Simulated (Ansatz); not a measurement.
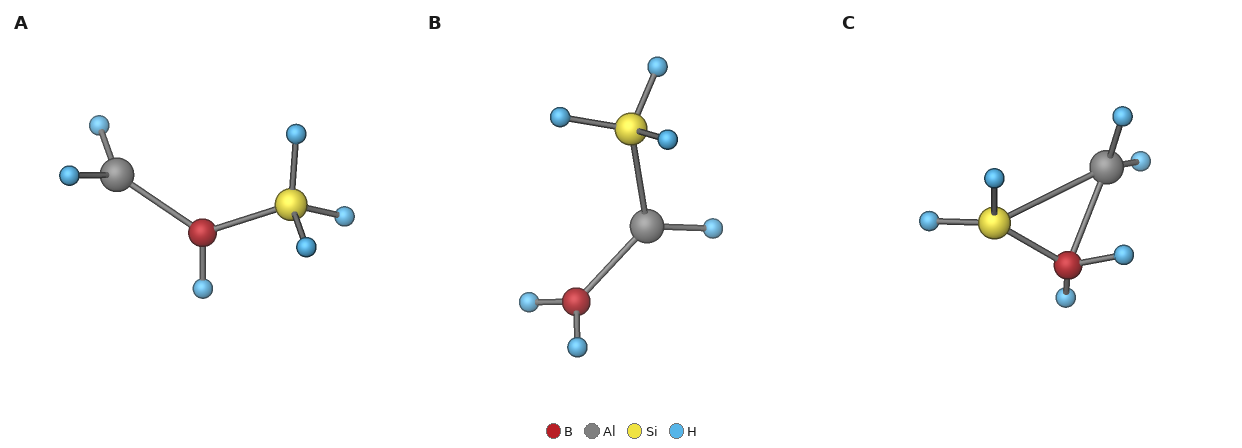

3 stationary structures of one formula. Geometries: PBE-D4/def2-SVP. Electronic energies: PBE-D4/def2-SVP (Ansatz 0.2.0), without zero-point energy. No frequency run is at hand to confirm each as a minimum. Each is one conformer, not always the lowest.

Which structure is the most stable?

Answer. C is lowest; B lies 60.2 kJ/mol above it, A lies 73.8 kJ/mol above it.
